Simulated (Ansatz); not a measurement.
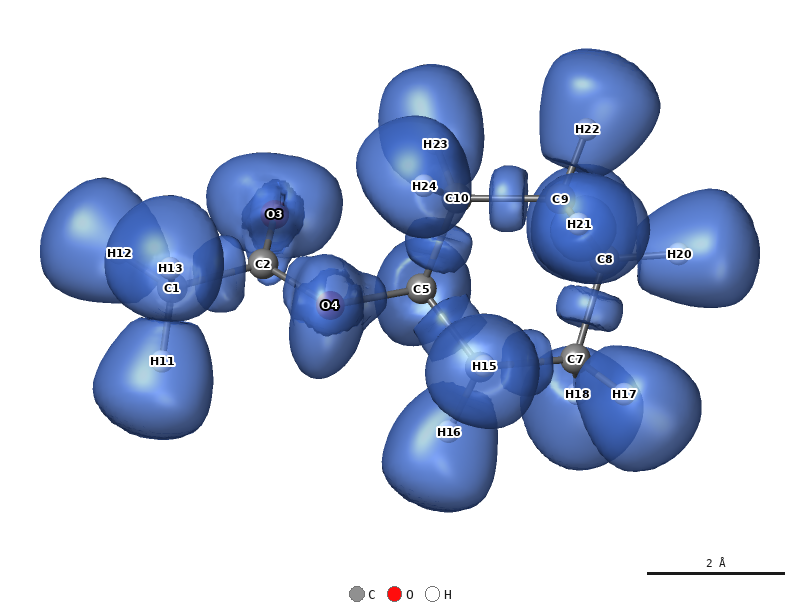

Figure 1: C8H14O2 (SMILES CC(=O)OC1CCCCC1). Isosurface of the electron localisation function at 0.75 (blue), seen across its widest extent. Core shells and regions of very low density are left out.

Geometry: PBE0-D4/def2-TZVP.

All numbers below come from Ansatz 0.2.0, RKS PBE0-D4/def2-TZVPP.

```yaml
atoms:
  - { symbol: C, position_ang: [-0.6334, 1.0713, -3.6601] }
  - { symbol: C, position_ang: [0.0615, 0.3685, -2.5334] }
  - { symbol: O, position_ang: [1.1129, -0.2078, -2.6221] }
  - { symbol: O, position_ang: [-0.6497, 0.4604, -1.4027] }
  - { symbol: C, position_ang: [-0.0991, -0.1773, -0.2379] }
  - { symbol: C, position_ang: [-1.2369, -0.4575, 0.7158] }
  - { symbol: C, position_ang: [-0.7338, -1.2959, 1.8969] }
  - { symbol: C, position_ang: [0.7211, -0.9711, 2.2623] }
  - { symbol: C, position_ang: [1.0527, 0.4741, 1.9225] }
  - { symbol: C, position_ang: [0.9608, 0.7116, 0.4113] }
  - { symbol: H, position_ang: [-1.6183, 0.6291, -3.8217] }
  - { symbol: H, position_ang: [-0.0352, 0.9905, -4.5640] }
  - { symbol: H, position_ang: [-0.7871, 2.1213, -3.4044] }
  - { symbol: H, position_ang: [0.3529, -1.1172, -0.5662] }
  - { symbol: H, position_ang: [-1.6441, 0.4971, 1.0648] }
  - { symbol: H, position_ang: [-2.0456, -0.9712, 0.1915] }
  - { symbol: H, position_ang: [-1.3829, -1.1183, 2.7586] }
  - { symbol: H, position_ang: [-0.8228, -2.3598, 1.6600] }
  - { symbol: H, position_ang: [1.4017, -1.6288, 1.7105] }
  - { symbol: H, position_ang: [0.8964, -1.1720, 3.3221] }
  - { symbol: H, position_ang: [0.3533, 1.1321, 2.4495] }
  - { symbol: H, position_ang: [2.0501, 0.7398, 2.2804] }
  - { symbol: H, position_ang: [1.9230, 0.5266, -0.0706] }
  - { symbol: H, position_ang: [0.6973, 1.7543, 0.2102] }
```

Identify the bonds, lone pairs and shells in this picture.

At this value the surface marks out seven regions between bonded C–C atoms (shared pairs), 14 regions around hydrogen nuclei and two regions on O in which the atom's valence shell and bonds are merged.

Values along the shortest contacts:
C–O (1.20 Å): the ELF peaks at about 0.85 between the atoms: a multiple bond. C–C (1.50 Å): the ELF peaks at about 0.95 between the atoms; a shared electron pair.
